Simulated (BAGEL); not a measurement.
# AlH2SF3 (SMILES [F][Al-]([F])([F])[SH2+]) at B3LYP/def2-SVP (density fitting with qzvpp-jkfit)

Aim: the energy change on altering one bond length of AlH2SF3 at B3LYP/def2-SVP (density fitting with qzvpp-jkfit), from 2 runs. 

Program for the calculation: BAGEL 1.2.2.

### Step 1. Starting point

AlH2SF3 has 7 atoms, charge 0, and is taken as a singlet. As SMILES, `[F][Al-]([F])([F])[SH2+]`. Geometry: relaxed at PBE0-D4/def2-TZVP.

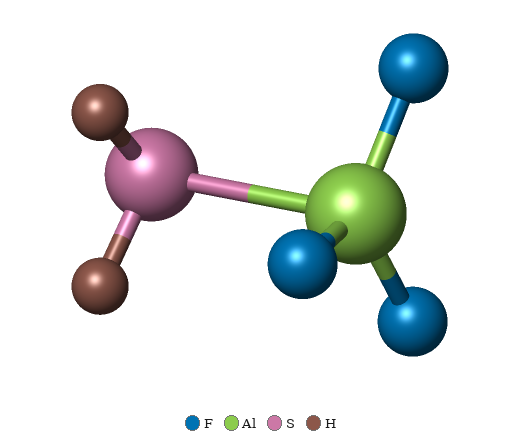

Viewed from a chosen angle; fluorine blue, aluminium green, sulfur pink, hydrogen brown.

### Step 2. A single-point energy at B3LYP/def2-SVP (density fitting with qzvpp-jkfit)

Contents of calc.json:

```json
{ "bagel" : [

{
  "title" : "molecule",
  "basis" : "svp",
  "df_basis" : "qzvpp-jkfit",
  "angstrom" : "true",
  "geometry" : [
    { "atom" : "F", "xyz" : [   -0.582800,   -0.881200,    1.509400 ] },
    { "atom" : "Al", "xyz" : [    0.280700,   -0.968400,    0.104600 ] },
    { "atom" : "F", "xyz" : [   -0.412500,   -1.770100,   -1.157900 ] },
    { "atom" : "F", "xyz" : [    1.924100,   -0.949000,    0.228600 ] },
    { "atom" : "S", "xyz" : [   -0.052000,    1.330700,   -0.699800 ] },
    { "atom" : "H", "xyz" : [    0.220900,    1.903000,    0.487200 ] },
    { "atom" : "H", "xyz" : [   -1.378300,    1.335100,   -0.472000 ] }
  ]
},
{
  "title" : "ks",
  "xc_func" : "b3lyp"
},
{
  "title" : "print",
  "file" : "orbitals.molden",
  "orbitals" : "true"
}

]}
```

Started as:

```bash
$ BAGEL_NUM_THREADS=1 BAGEL calc.json > calc.out
```

Output:

```text
* using 1 threads per process

  ===============================================================
  ===============================================================

  *** Geometry ***

  { "atom" : "F", "xyz" : [     -1.101332,     -1.665227,      2.852353 ] },
  { "atom" : "Al", "xyz" : [      0.530446,     -1.830011,      0.197665 ] },
  { "atom" : "F", "xyz" : [     -0.779512,     -3.345004,     -2.188114 ] },
  { "atom" : "F", "xyz" : [      3.636022,     -1.793350,      0.431991 ] },
  { "atom" : "S", "xyz" : [     -0.098266,      2.514659,     -1.322430 ] },
  { "atom" : "H", "xyz" : [      0.417441,      3.596149,      0.920675 ] },
  { "atom" : "H", "xyz" : [     -2.604610,      2.522973,     -0.891951 ] },

  Number of auxiliary basis functions:      523

  Since a DF basis is specified, we compute 2- and 3-index integrals:
    o Being stored without compression. Storage requirement is 0.032 GB

  Number of basis functions:       88
  Number of electrons      :       58

    * METHOD: MOLECULE                             0.21

  *** Kohn-Sham DFT ***

    * Removing 12744 points whose weight is below 1.00e-10
    * Grid points: 91598

  === Nuclear Repulsion ===
   301.1583179017

       - DIIS with orbital gradients will be used.

  === KS iteration (b3lyp / svp) ===
      0       -915.16908975          0.12657536           0.33
      1       -889.01661163          0.14635746           0.32
      2       -906.14948235          0.11779124           0.32
      3       -939.50475067          0.04500928           0.32
      4       -940.95847550          0.01555709           0.32
      5       -941.17696230          0.00442810           0.32
      6       -941.18749996          0.00209173           0.32
      7       -941.18995608          0.00102418           0.32
      8       -941.19038125          0.00086869           0.32
      9       -941.19079294          0.00013085           0.32
     10       -941.19080138          0.00004078           0.32
     11       -941.19080211          0.00001597           0.32
     12       -941.19080224          0.00000563           0.32
     13       -941.19080225          0.00000282           0.32
     14       -941.19080226          0.00000045           0.31
     15       -941.19080226          0.00000046           0.32
     16       -941.19080226          0.00000006           0.32
     17       -941.19080226          0.00000002           0.32
     18       -941.19080226          0.00000001           0.32
     19       -941.19080226          0.00000000           0.32
    * SCF iteration converged.

    * Permanent dipole moment:
           (    0.553088,    -1.847858,     0.170411) a.u.

    * METHOD: KS                                   6.73

    * METHOD: PRINT                                0.01

  ===============================================================
```

It took 7.2 s on 1 thread of Arm Neoverse V2, shared host; peak memory 0.42 GiB.

### Step 3. The distorted shape

Contents of input.json:

```json
{ "bagel" : [

{
  "title" : "molecule",
  "basis" : "svp",
  "df_basis" : "qzvpp-jkfit",
  "angstrom" : true,
  "geometry" : [
    { "atom" : "F", "xyz" : [   -1.014546,   -0.837600,    2.211793 ] },
    { "atom" : "Al", "xyz" : [    0.280700,   -0.968400,    0.104600 ] },
    { "atom" : "F", "xyz" : [   -0.412500,   -1.770100,   -1.157900 ] },
    { "atom" : "F", "xyz" : [    1.924100,   -0.949000,    0.228600 ] },
    { "atom" : "S", "xyz" : [   -0.052000,    1.330700,   -0.699800 ] },
    { "atom" : "H", "xyz" : [    0.220900,    1.903000,    0.487200 ] },
    { "atom" : "H", "xyz" : [   -1.378300,    1.335100,   -0.472000 ] }
  ]
},
{ "title" : "ks", "xc_func" : "b3lyp" },
{ "title" : "print", "file" : "orbitals.molden", "orbitals" : true }

]}
```

Started as:

```bash
$ BAGEL_NUM_THREADS=1 BAGEL input.json > input.out
```

Output:

```text
* using 1 threads per process

  ===============================================================
  ===============================================================

  *** Geometry ***

  { "atom" : "F", "xyz" : [     -1.917214,     -1.582835,      4.179683 ] },
  { "atom" : "Al", "xyz" : [      0.530446,     -1.830011,      0.197665 ] },
  { "atom" : "F", "xyz" : [     -0.779512,     -3.345004,     -2.188114 ] },
  { "atom" : "F", "xyz" : [      3.636022,     -1.793350,      0.431991 ] },
  { "atom" : "S", "xyz" : [     -0.098266,      2.514659,     -1.322430 ] },
  { "atom" : "H", "xyz" : [      0.417441,      3.596149,      0.920675 ] },
  { "atom" : "H", "xyz" : [     -2.604610,      2.522973,     -0.891951 ] },

  Number of auxiliary basis functions:      523

  Since a DF basis is specified, we compute 2- and 3-index integrals:
    o Being stored without compression. Storage requirement is 0.032 GB

  Number of basis functions:       88
  Number of electrons      :       58

    * METHOD: MOLECULE                             0.21

  *** Kohn-Sham DFT ***

    * Removing 11934 points whose weight is below 1.00e-10
    * Grid points: 92408

  === Nuclear Repulsion ===
   278.2936159399

       - DIIS with orbital gradients will be used.

  === KS iteration (b3lyp / svp) ===
      0       -902.71954140          0.11136836           0.32
      1       -749.59706714          0.19768625           0.31
      2       -880.44355602          0.15797355           0.31
      3       -898.96285786          0.11086347           0.31
      4       -915.38405921          0.07505556           0.32
      5       -931.04510120          0.09910756           0.32
      6       -927.12794429          0.06349650           0.31
      7       -940.43535532          0.02740634           0.31
      8       -940.98069101          0.01152930           0.32
      9       -941.05992408          0.00454989           0.31
     10       -941.07388658          0.00108106           0.32
     11       -941.07447979          0.00037563           0.31
     12       -941.07456564          0.00009774           0.31
     13       -941.07457210          0.00002905           0.32
     14       -941.07457243          0.00001797           0.32
     15       -941.07457256          0.00001000           0.32
     16       -941.07457263          0.00000131           0.32
     17       -941.07457263          0.00000027           0.32
     18       -941.07457263          0.00000015           0.32
     19       -941.07457263          0.00000004           0.32
     20       -941.07457263          0.00000002           0.32
     21       -941.07457263          0.00000002           0.33
     22       -941.07457263          0.00000001           0.33
    * SCF iteration converged.

    * Permanent dipole moment:
           (   -0.033485,    -1.975027,     1.235552) a.u.

    * METHOD: KS                                   7.65

    * METHOD: PRINT                                0.01

  ===============================================================
```

It took 8.1 s on 1 thread of Arm Neoverse V2, shared host; peak memory 0.42 GiB.

### Step 4. Summary of results

At B3LYP/def2-SVP (density fitting with qzvpp-jkfit):

```
                                                          quantity          value
                                         first shape: total energy  -941.19080 Eh
                                        first shape: dipole moment         4.92 D
                                          first shape: HOMO energy       -9.60 eV
                                          first shape: LUMO energy       -0.90 eV
                                        first shape: HOMO–LUMO gap        8.70 eV
                                     distorted shape: total energy  -941.07457 Eh
                                    distorted shape: dipole moment         5.92 D
                                      distorted shape: HOMO energy       -7.23 eV
                                      distorted shape: LUMO energy       -1.81 eV
                                    distorted shape: HOMO–LUMO gap        5.41 eV
energy change with the F1–Al2 bond stretched from 1.651 to 2.477 Å       3.163 eV
```

With the F1–Al2 bond stretched from 1.651 to 2.477 Å the energy rises by 3.16 eV (73 kcal/mol). The first shape isn't relaxed at this level, so the change isn't measured from a minimum.
